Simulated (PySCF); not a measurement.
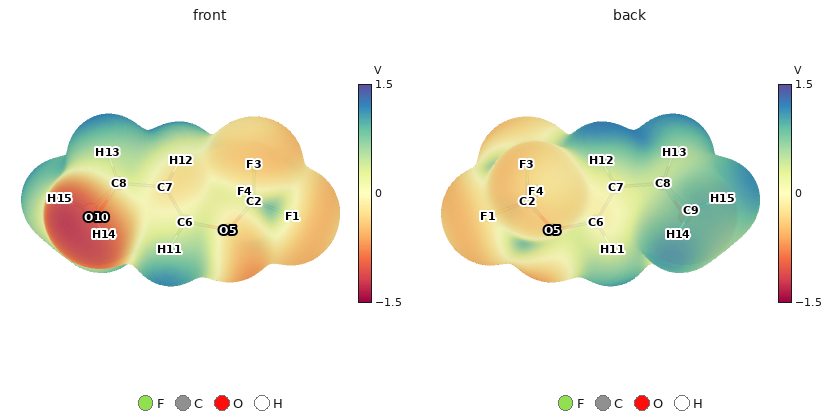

*C5H5F3O2 (SMILES FC(F)(F)O/C=C/[C@H]1CO1). The molecular electrostatic potential painted on the density surface at 0.002 e/bohr³, seen from the front and from behind; the colour scale runs from red (negative) to blue (positive).*

Geometry: GFN2-xTB.

These are results of PySCF, PBE0/pcSseg-1, SCF density, gas phase, non-relativistic, not measurements.

```csv
atom,x (Å),y (Å),z (Å)
F,3.7885,-0.3009,-1.1366
C,2.6134,0.0376,-0.6227
F,2.8292,0.3638,0.6630
F,2.2400,1.1815,-1.2241
O,1.7637,-0.9595,-0.7931
C,0.4527,-0.8250,-0.3481
C,-0.0902,0.2073,0.2741
C,-1.5180,0.1991,0.6702
C,-2.5859,0.1828,-0.3428
O,-2.2757,-0.9448,0.4179
H,-0.0937,-1.7260,-0.5808
H,0.4501,1.1059,0.5286
H,-1.7293,0.6965,1.6139
H,-2.3129,0.1336,-1.3905
H,-3.5364,0.6560,-0.1241
```

Q: Where is the surface potential most negative and most positive?

A: The most negative region (about −1.2 V, or −28 kcal/mol for a unit charge) lies over O10, the most positive (about +1.2 V, or +28 kcal/mol for a unit charge) over C7, C8, H12 and H13. O10 is the likeliest acceptor of a hydrogen bond.

Q: How polar is the molecule by this calculation?

A: Its dipole moment is 2.43 D.
